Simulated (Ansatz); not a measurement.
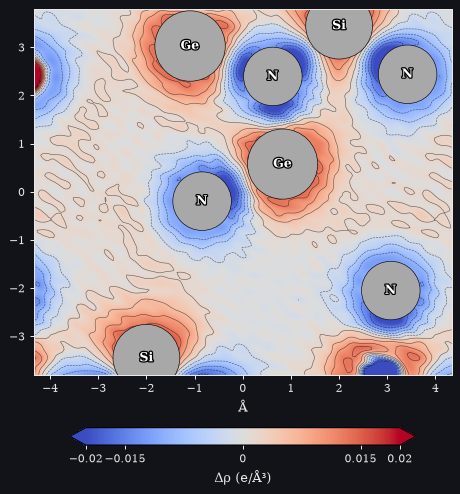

SiGe₅N₈. Difference of the valence pseudo-densities of two functionals at the same geometry, on the (010) plane of the calculation cell: one of PBE and r2SCAN less the other.

Both computed with Ansatz (plane waves, PAW), on the same k-point mesh. Grey discs cover the atomic cores.

Q: Which was subtracted from which, and what does the map show?

A: It is PBE less r2SCAN. Against r2SCAN, PBE gives more density around Ge (+0.005 e/Å³ on average at 1.0 Å from the nucleus), less density around N (−0.013 e/Å³ on average at 0.8 Å from the nucleus) and a change of −0.013 e/Å³ at the midpoint of Si–N, −0.007 e/Å³ at the midpoint of Ge–N and −0.005 e/Å³ at the midpoint of Ge–N.
